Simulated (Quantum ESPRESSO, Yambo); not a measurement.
# Quasiparticle gap of PbO (P4/nmm) in Yambo, part 3 of 3

Wanted: ground state, empty states, screening and self-energy for PbO (P4/nmm).

Quantum ESPRESSO 7.5 and Yambo 5.3.0; PBE and many-body steps on it, plane waves. Known limits of the many-body steps: not at the basis limit; no spin-orbit coupling; coarse k mesh.

So far. Step 3 (Bands along the symmetry lines): The gap is 1.139 eV, −0.001 eV from the run before at this level. Step 4 (Empty states on the mesh, 4×4×2 mesh, 280 bands): On this mesh the gap is 1.140 eV.

The database entry behind the starting cell differs from later determinations by our own check (c about 1 % long), so it need not match the best structure at ambient conditions.

## (6) Screening and self-energy, 4×4×2 mesh, 280 bands, screening to 210.9 eV

G0W0 replaces the xc potential by the self-energy, built once from these orbitals. Only a window of levels is corrected, while the sums run over the empty bands that the input names.

This step: G0W0 on PBE, plane waves, norm-conserving pseudopotentials.

gw1.in

```
HF_and_locXC
gw0
dyson
ppa
em1d
rim_cut
RandQpts= 1000000
RandGvec= 1 RL
EXXRLvcs= 76 Ry
VXCRLvcs= 304 Ry
Chimod= "HARTREE"
% BndsRnXp
 1 | 280 |
%
NGsBlkXp= 15.5 Ry
% LongDrXp
 1 | 1 | 1 |
%
% GbndRnge
 1 | 280 |
%
DysSolver= "n"
ExtendOut
PPAPntXp= 27.21138 eV
% QPkrange
 1 | 1 | 27 | 30 |
 11 | 11 | 27 | 30 |
%
```

The run is started by

```sh
OMP_NUM_THREADS=1 mpirun -n 4 yambo -F gw1.in -J gw1 -C gw1 > gw1.log
```

What it wrote:

```text
 Yambo, version 5.3.0

 [02] CORE Variables Setup
 =========================

  [... cell, symmetries and grids as in the set-up ...]

  [02.05] Energies & Occupations
  ==============================

  [X] === General ===
  [X] Electronic Temperature                        :  0.000000  0.000000 [eV K]
  [X] Bosonic    Temperature                        :  0.000000  0.000000 [eV K]
  [X] Finite Temperature mode                       : no
  [X] El. density                                   :  0.70435E+24 [cm-3]
  [X] Fermi Level                                   :  10.49034 [eV]

  [X] === Gaps and Widths ===
  [X] Conduction Band Min                           :  1.140379 [eV]
  [X] Valence Band Max                              :  0.000000 [eV]
  [X] Filled Bands                                  :  28
  [X] Empty Bands                                   :   29  280
  [X] Direct Gap                                    :  2.139783 [eV]
  [X] Direct Gap localized at k                     :  11
  [X] Indirect Gap                                  :  1.140379 [eV]
  [X] Indirect Gap between kpts                     :   1  11
  [X] Last valence band width                       :  1.733881 [eV]
  [X] 1st conduction band width                     :  2.397823 [eV]

 [03] Transferred momenta grid and indexing
 ==========================================

 IBZ Q-points                                      :  12
 BZ  Q-points                                      :   32

 K/Q-points units:
 rlu = crystal or reduced units; cc = cartesian coordinates; iku = interal k-units

 Q [ 1]         [rlu]:  0.000000  0.000000  0.000000
 Q [ 2]         [rlu]:  0.000000  0.000000 -0.500000
 Q [ 3]         [rlu]:  0.000000  0.250000  0.000000
 Q [ 4]         [rlu]:  0.000000  0.250000 -0.500000
 Q [ 5]         [rlu]:  0.000000 -0.500000  0.000000
 Q [ 6]         [rlu]:  0.000000 -0.500000 -0.500000
 Q [ 7]         [rlu]:  0.250000  0.250000  0.000000
 Q [ 8]         [rlu]:  0.250000  0.250000 -0.500000
 Q [ 9]         [rlu]:  0.250000 -0.500000  0.000000
 Q [10]         [rlu]:  0.250000 -0.500000 -0.500000
 Q [11]         [rlu]: -0.500000 -0.500000  0.000000
 Q [12]         [rlu]: -0.500000 -0.500000 -0.500000

 [04] Coloumb potential Random Integration (RIM)
 ===============================================

  [04.01] RIM initialization
  ==========================

  * Diagonal components only detected *

  8 x (sBL volume)        :  0.115581 [a.u.]
  sBZ random points       :  1000000
  Points outside the sBZ  :   7992674
  RL volume               :  0.462322 [a.u.]
  Integrated volume       :  0.462746 [a.u.]

  [04.02] RIM integrals
  =====================

  Gamma point sphere radius             :  0.088358 [a.u.]
  Points outside the sphere             :   799859
  [Int_sBZ(q=0) 1/q^2]*(Vol_sBZ)^(-1/3) =:  7.508321
                                 should be <:  7.795600

  Summary of Coulomb integrals for non-metallic bands |Q|[au] RIM/Bare

  Q [1] 0.100000E-4 0.963149 * Q [3] 0.209906 0.939180
  Q [7] 0.296853 0.985912 * Q [2] 0.327901 1.190425
  Q [4] 0.389333 1.098551 * Q [5] 0.419813 0.988250
  Q [8] 0.442313 1.058096 * Q [9] 0.469365 0.992508
  Q [6] 0.532693 1.023701 * Q [10] 0.572558 1.017510
  Q [11] 0.593705 0.996346 * Q [12] 0.678237 1.008321

 [05] Dipoles
 ============

  [05.01] Setup: observables and procedures
  =========================================

  [WARNING] [x,Vnl] slows the Dipoles computation. To neglect it rename the ns.kb_pp file

 [06] Dynamic Dielectric Matrix (PPA)
 ====================================

 [WR./gw1//ndb.pp]---------------------------------------------------------------
  Brillouin Zone Q/K grids (IBZ/BZ)                :   12   32   12   32
  RL vectors                                       :   7421 [WF]
  Coulomb cutoff potential                         : none
  Electronic Temperature                           :  0.000000 [K]
  Bosonic    Temperature                           :  0.000000 [K]
  PPA    diel. fun.  energies                      : Perdew, Burke & Ernzerhof(X)+Perdew, Burke & Ernzerhof(C)
  wavefunctions                                    : Perdew, Burke & Ernzerhof(X)+Perdew, Burke & Ernzerhof(C)
  Global Gauge                                     : length
  X matrix size                                    :   593
  X band range                                     :    1  280
  X e/h energy range                               : -1.000000 -1.000000 [eV]
  X Time ordering                                  : R
  X Hxc Kernel                                     : HARTREE
  X Drude frequency                                :  0.000000  0.000000
  X poles                                          :  100.0000 [o/o]
  RL vectors in the sum                            :   7421
  [r,Vnl] included                                 : yes
  Field direction                                  :  0.577350E-5  0.577350E-5  0.577350E-5
  BZ energy Double Grid                            : no
  BZ energy DbGd points                            : 0
  BZ Q point size factor                           : -1.000000
  X Optical Averaged directions                    : none

 [07] Local Exchange-Correlation + Non-Local Fock
 ================================================

 [VXC] Plane waves :   48109
 [EXS] Plane waves :   6039

 QP @ state[ 1 ] K range:  1  1
 QP @ state[ 1 ] b range:  27  30
 QP @ state[ 2 ] K range:  11  11
 QP @ state[ 2 ] b range:  27  30

 [xc] Functional : Perdew, Burke & Ernzerhof(X)+Perdew, Burke & Ernzerhof(C)
 [xc] LIBXC used to calculate xc functional
  PP Number of Atomic Species                      :  2
  NLCC RL compoments                               :   48109
  PP Number of Atomic Species                      :  2
  NLCC RL compoments                               :   48109

 [xc] E_xc :  -38.90205 [Ha]
      E_xc :  -77.80409 [Ry]

  Local XC kind (lXC) : Perdew, Burke & Ernzerhof(X)+Perdew, Burke & Ernzerhof(C)
  Non-Local XC kind (nlXC) : Hartree-Fock

  Corrections @ K [1] :  [eV]
 <27|nlXC|27> = -24.38330  0.31720E-17 <27|lXC|27> = -19.64461 -0.18882E-15
 <28|nlXC|28> = -20.42665  0.54426E-17 <28|lXC|28> = -18.04756  0.000000
 <29|nlXC|29> = -8.474783 -0.20960E-17 <29|lXC|29> = -12.42384  0.000000
 <30|nlXC|30> = -6.816506 -0.13941E-17 <30|lXC|30> = -11.34140  0.000000

  Corrections @ K [11] :  [eV]
 <27|nlXC|27> = -24.98330  0.36783E-17 <27|lXC|27> = -20.40860 -0.56645E-15
 <28|nlXC|28> = -24.98362 -0.16978E-16 <28|lXC|28> = -20.40860  0.94408E-16
 <29|nlXC|29> = -6.808484  0.46995E-17 <29|lXC|29> = -10.08601 -0.29503E-16
 <30|nlXC|30> = -6.808486  0.33261E-17 <30|lXC|30> = -10.08601 -0.82607E-16

 [08] Dyson equation: Newton solver
 ==================================

  [08.01] G0W0 (W PPA)
  ====================

  [  GW  ] Bands range     :    1  280
  [GW/PPA] G damping       :  0.100000 [eV]

  QP @ state[ 1 ] K range:  1  1
  QP @ state[ 1 ] b range:  27  30
  QP @ state[ 2 ] K range:  11  11
  QP @ state[ 2 ] b range:  27  30

   Sc/G bands                                       :    1  280
   Sc/G damping                                     :  0.100000 ev
   Sc bands terminator                              : no
   Sx RL components                                 :   6039

   QP @ state[ 1 ] K range                          :  1  1
   QP @ state[ 1 ] b range                          :  27  30
   QP @ state[ 2 ] K range                          :  11  11
   QP @ state[ 2 ] b range                          :  27  30
   GF energies kind                                 : Perdew, Burke & Ernzerhof(X)+Perdew, Burke & Ernzerhof(C)
   GF WF`s kind                                     : Perdew, Burke & Ernzerhof(X)+Perdew, Burke & Ernzerhof(C)
   Xs energies kind                                 : Perdew, Burke & Ernzerhof(X)+Perdew, Burke & Ernzerhof(C)
   Xs WF`s kind                                     : Perdew, Burke & Ernzerhof(X)+Perdew, Burke & Ernzerhof(C)

 [11] Game Over & Game summary
```

Elapsed: 16 min, on 4 MPI ranks of Arm Neoverse V2, shared host; peak memory 2.9 GiB.

This step gave:

| Quantity | Value |
| --- | --- |
| G0W0 gap on the points computed | 1.318 eV |
| starting gap on the mesh | 1.140 eV |
| k of the valence top | 0, 0, 0 |
| k of the conduction bottom | -0.5, -0.5, 0 |
| least direct G0W0 gap on the computed points | 2.204 eV |
| Z at the valence top | 0.7861 |
| Z at the conduction bottom | 0.8351 |

The gap on the mesh goes from 1.14 eV to 1.32 eV, a correction of +0.18 eV.

Limits: finite bands, cutoff and mesh; no spin-orbit coupling; coarse k mesh. v1 is the top filled band, c1 the lowest empty one. Levels before and after the correction, in eV, zero at the valence-band top of each column:

```csv
,conduction bottom,valence top
Kohn-Sham,1.14,0.00
G0W0,1.32,0.00
```

```csv
,level,energy (eV)
Kohn-Sham,Γ v2,-1.604
Kohn-Sham,Γ v1,0.000
Kohn-Sham,Γ c1,2.410
Kohn-Sham,Γ c2,5.517
Kohn-Sham,(-0.5 -0.5 0) v2-v1,-0.999
Kohn-Sham,(-0.5 -0.5 0) c1-c2,1.140
G0W0,Γ v2,-1.600
G0W0,Γ v1,0.000
G0W0,Γ c1,2.877
G0W0,Γ c2,6.000
G0W0,(-0.5 -0.5 0) v2-v1,-0.885
G0W0,(-0.5 -0.5 0) c1-c2,1.318
```

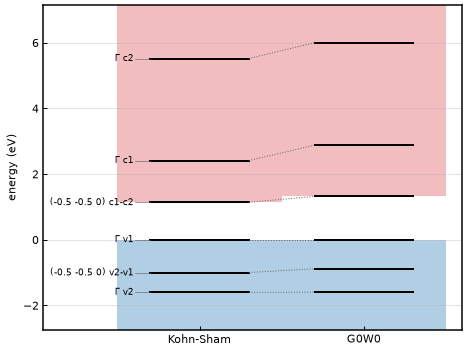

Levels before and after the correction. Shaded: valence and conduction bands.

## (7) Where the time went

Times are wall times on the hardware named with each run, good to a factor of about two.

```
                          step    time  share  memory (GiB)
                  ground state    28 s    3 %          0.42
bands along the symmetry lines    13 s    1 %          0.31
      empty states on the mesh    56 s    5 %           0.8
         conversion and set-up   2.3 s    0 %          0.24
     screening and self-energy  16 min   91 %           2.9
```

## (8) Outcome

- PBE gap: 1.14 eV, indirect
- G0W0 gap on the mesh: 1.32 eV
- GW settings: 4×4×2 mesh, 280 bands, screening to 210.9 eV, Godby-Needs plasmon pole
- known limits: not at the basis limit; no spin-orbit coupling; coarse k mesh

G0W0 moves the gap on the mesh from 1.14 eV to 1.32 eV (+0.18 eV), with Z of 0.79 and 0.84 at the edges. Only 2 of the mesh's irreducible points were corrected, so a valley elsewhere could overtake. The dearest step here is «screening and self-energy». Bands and cutoff are finite, so the gap is not at the basis limit. The miss can reach some tenths of an eV and take either sign; the mesh is an error of its own. In the G0W0 run levels were corrected at 2 k points alone, so a gap called «on the mesh» is the least over those, and an edge elsewhere would be missed. The 4×4×2 mesh is coarse for this cell, which bears on the long-range parts of exchange and screening. Where an edge is built on 6p states of lead, bismuth or thallium, scalar-relativistic gaps usually stand too wide, by a few tenths to over one eV. The many-body steps are scalar-relativistic: spin-orbit coupling is not in them.

[Paths, hosts, dates, memory and timing lines, banners, echoed tables and standing remarks are left out of the program output.]

[Logs are printed without paths, hosts, clocks, repeated set-up lines and the standing remarks that a program may print on its own settings, such as how far it seeks lower states.]

[Runs of the session that timed out or met a known fault of the program may be left out.]

[Hosts, paths, dates, database ids (printed as entryN), source tags and the programs' standing remarks are cut or masked in the printed files.]
